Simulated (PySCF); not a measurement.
**C₆H₁₃PSi: density, localisation and related maps**

```xyz
21

C    -2.4117    1.4761   -0.6489
C    -2.1324    0.0044   -0.3289
C    -2.6359   -0.3644    1.0694
C    -0.7061   -0.2532   -0.4290
C     0.4800   -0.4639   -0.5002
Si    2.3153   -0.6586   -0.6321
C     2.9787   -1.6061    0.8790
P     3.3573    1.3425   -0.7138
H    -3.4812    1.6717   -0.6104
H    -1.9129    2.1211    0.0718
H    -2.0466    1.7251   -1.6429
H    -2.6433   -0.6249   -1.0692
H    -3.7098   -0.2025    1.1346
H    -2.1448    0.2489    1.8222
H    -2.4266   -1.4095    1.2860
H     2.6203   -1.3621   -1.8892
H     2.5363   -2.5953    0.9396
H     2.7577   -1.0841    1.8063
H     4.0571   -1.7240    0.8153
H     2.5133    1.8675   -1.6746
H     2.6262    1.9084    0.3146
```

Geometry: GFN2-xTB.

All numbers below come from PBE0/pcSseg-1, SCF density, gas phase, non-relativistic in PySCF 2.14.0.

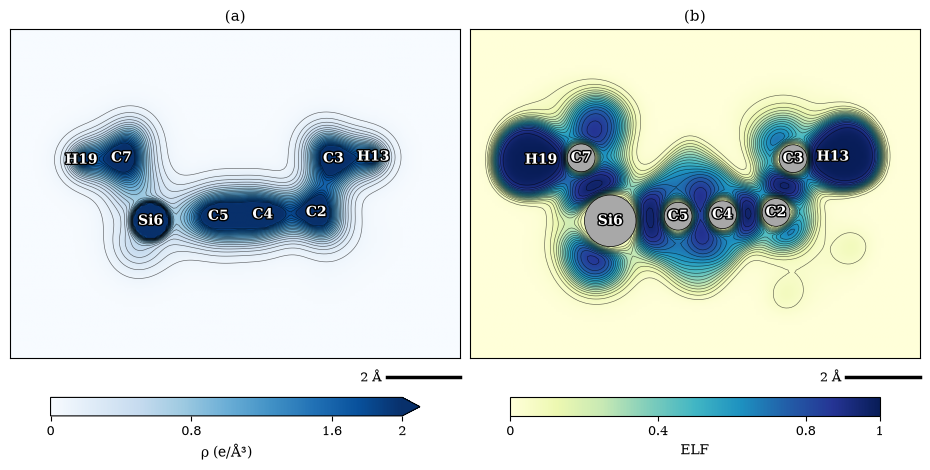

Figure 1. (a) total electron density; (b) ELF on the plane of atoms C3, C2 and C4. Grey discs cover the atomic cores in the ELF map.

**What does the map show?**

- The plane passes through C, Si and H nuclei.
- C–C (1.21 Å): the density is about 2.7 e/Å³ at the midpoint; the ELF peaks at about 0.85 between the atoms (a short, multiple covalent bond).
- C–Si (1.85 Å): the density is about 0.92 e/Å³ at the midpoint; the ELF peaks at about 0.95 between the atoms: a covalent bond.
- C–H (1.09 Å): the density is about 2 e/Å³ at the midpoint; the ELF climbs to about 1 towards the hydrogen, as it does in any bond to H; a covalent bond by its length.
- C–Si (1.90 Å): the density is about 0.91 e/Å³ at the midpoint; the ELF peaks at about 0.95 between the atoms; localised, covalent bonding.

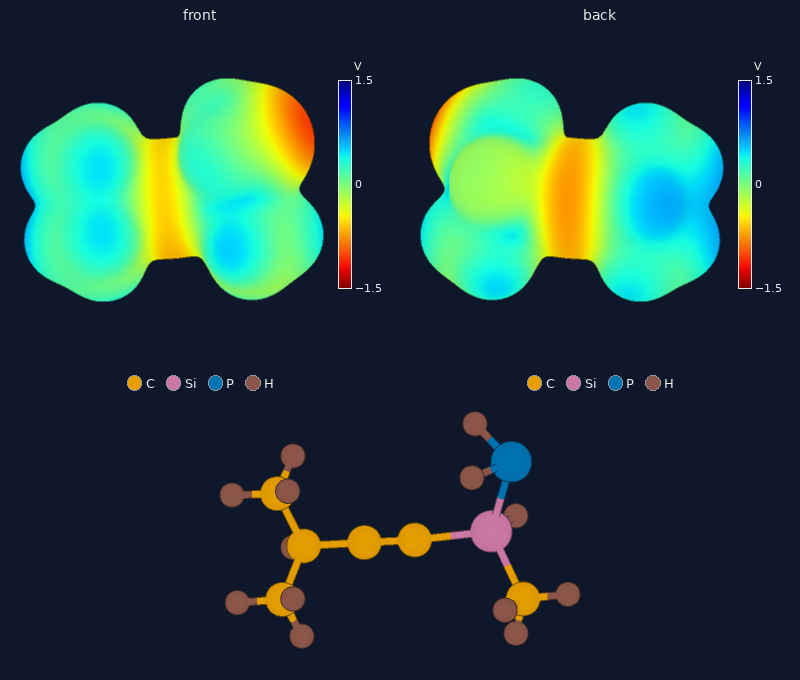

Figure 2. The electrostatic potential painted on the density surface at 0.001 e/bohr³, seen from the front and from behind; the colour scale runs from red (negative) to blue (positive). The bare structure is drawn below in the same view.

**Which sites attract a positive test charge, and which a negative one?**

A positive charge is drawn to the negative regions and a negative charge to the positive ones. The most negative region (about −1.0 V, or −23 kcal/mol for a unit charge) lies over P8, the most positive (about +0.6 V, or +14 kcal/mol for a unit charge) over H9, H12 and H13.
